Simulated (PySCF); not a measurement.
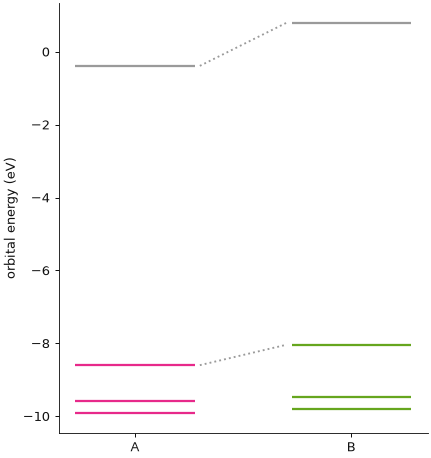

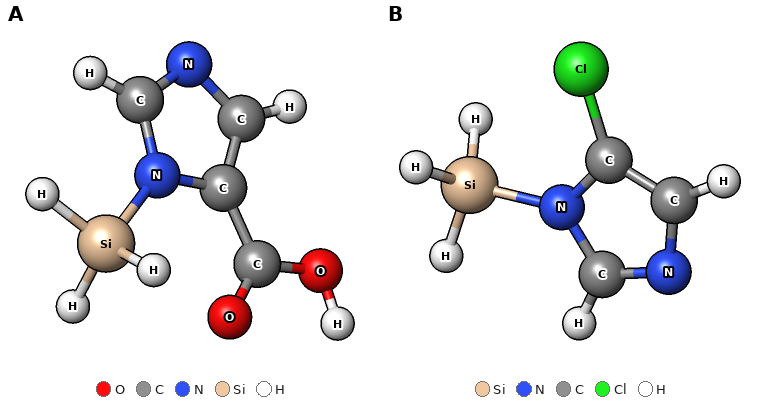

Related molecules: A is C₄H₆N₂O₂Si, SMILES O=C(O)c1cncn1[SiH3]; B is C₃H₅ClN₂Si, SMILES [SiH3]n1cncc1Cl. Frontier orbital energies, CAM-B3LYP/def2-SVPD, PySCF 2.14.0, at a PBE0-D3(BJ)/def2-SVP geometry (no frequency check); drawn are at most three filled levels and, in grey, the LUMO with any level within 0.03 eV of it; dotted lines join the HOMOs and the LUMOs.

**What does the change do to the frontier levels?**

From A to B the HOMO rises by 0.56 eV and the LUMO rises by 1.18 eV, so the separation goes from 8.21 to 8.83 eV.

**Does the ΔSCF ionisation energy follow the HOMO?**

A: −ε(HOMO) 8.60, ΔSCF 9.28 eV; B: −ε(HOMO) 8.04, ΔSCF 8.77 eV.

Caveats, for all or some of the runs: empty levels above zero depend strongly on the basis; one conformer of a flexible molecule.
